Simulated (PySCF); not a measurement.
# C6H9NO, SMILES `O=CN[CH]1C[CH]2C[CH]21`: electronic structure

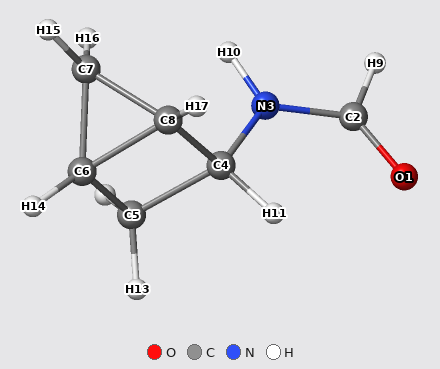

The molecule, with its atoms numbered as below. No frequency check shows the geometry to be a minimum.

Coordinates in Å:

```
O1      -2.8572    0.3781    0.4921
C2      -2.3174   -0.3974   -0.2555
N3      -0.9905   -0.4975   -0.4564
C4      -0.0331    0.3207    0.2394
C5       0.9466    1.1734   -0.6068
C6       2.1114    0.4838    0.0935
C7       2.0417   -0.9826   -0.1823
C8       1.1585   -0.3887    0.8742
H9      -2.8822   -1.1234   -0.8718
H10     -0.6317   -1.1931   -1.0907
H11     -0.6024    0.9205    0.9510
H12      0.8958    1.0101   -1.6832
H13      0.8683    2.2378   -0.4031
H14      3.0082    0.9807    0.4207
H15      2.8636   -1.5833    0.1777
H16      1.6294   -1.3325   -1.1179
H17      1.1955   -0.7140    1.9006
```

Part 1: Bonding charge

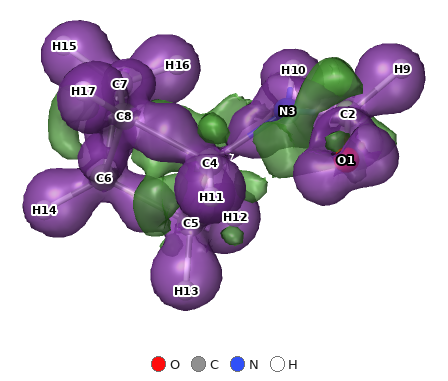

Deformation density (molecule less spherical, spin-averaged free atoms at the same positions), surfaces at ±0.1 e/Å³; purple: gain, green: loss.

PySCF calculation, PBE0/def2-SVPD, gas phase; geometry: GFN2-xTB.

Q: How much density has each bond gained at its critical point, relative to the free atoms?

A: The five largest and four smallest: N3–H10: +0.85 e/Å³ at the bond critical point (bond length 1.01 Å). C4–H11: +0.76 e/Å³ at the bond critical point (bond length 1.09 Å). C2–H9: +0.74 e/Å³ at the bond critical point (bond length 1.11 Å). C6–H14: +0.71 e/Å³ at the bond critical point (bond length 1.08 Å). C8–H17: +0.71 e/Å³ at the bond critical point (bond length 1.08 Å). C6–C7: +0.34 e/Å³ at the bond critical point (bond length 1.49 Å). C7–C8: +0.32 e/Å³ at the bond critical point (bond length 1.50 Å). C6–C8: +0.31 e/Å³ at the bond critical point (bond length 1.51 Å). N3–C4: +0.25 e/Å³ at the bond critical point (bond length 1.44 Å). In all, 3.8 electrons gather in the regions of gain relative to the promolecule.

Part 2: Local ionisation energy

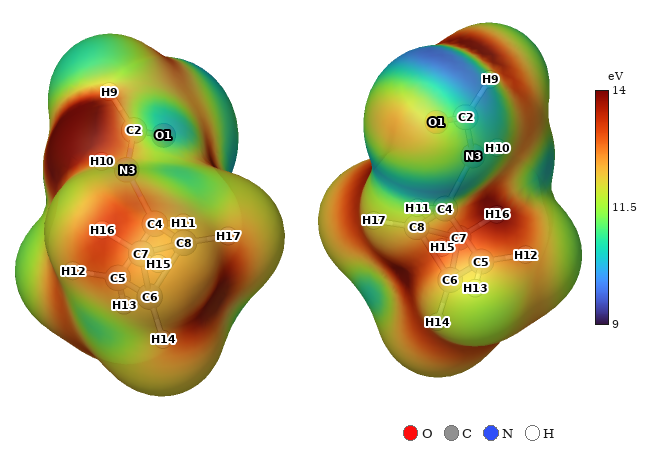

Average local ionisation energy on the surface of electron density 0.001 a.u. (back view left, front view right).

Q: Locate the minima of the map.

A: The lowest value is 9.8 eV, 1.8 Å from O1. Further minima include 10.0 eV, 1.8 Å from O1; 10.3 eV, about equally far (1.8 Å) from O1 and H11; 10.4 eV, over N3, off the plane of its three bonds (2.0 Å). For comparison, the highest occupied orbital lies at −7.4 eV.

Part 3: In an electric field

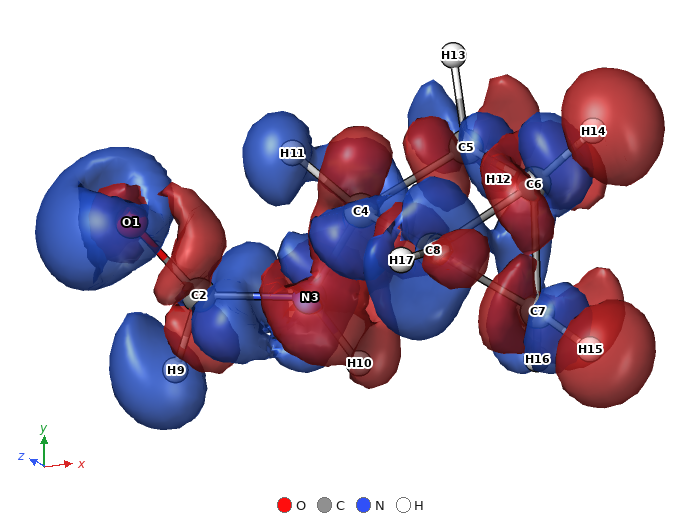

Change of the electron density in a uniform field of 0.51 V/Å, surfaces at ±0.005 e/Å³ (red: gain, blue: loss).

Level of theory: PBE0/6-31+G* (PySCF), at a geometry from GFN2-xTB. The basis has diffuse s and p functions alone, which still leaves polarisabilities too small, most of all across bonds.

The field was applied in both directions; the picture shows the one opposite to the script's first.

Q: Along which Cartesian direction does the field point?

A: Along −x: electrons gather on the +x side, against the field.

Q: How large is the response?

A: The induced dipole is 2.29 D (along the field); α along this axis, from the fields in both directions, is 90 bohr³ (13.4 Å³).

The PySCF runs shown took 82 s and 2.1 min on 1 thread of Intel(R) Xeon(R) Processor @ 2.50GHz (Skylake/Cascade Lake), with other jobs on the host.
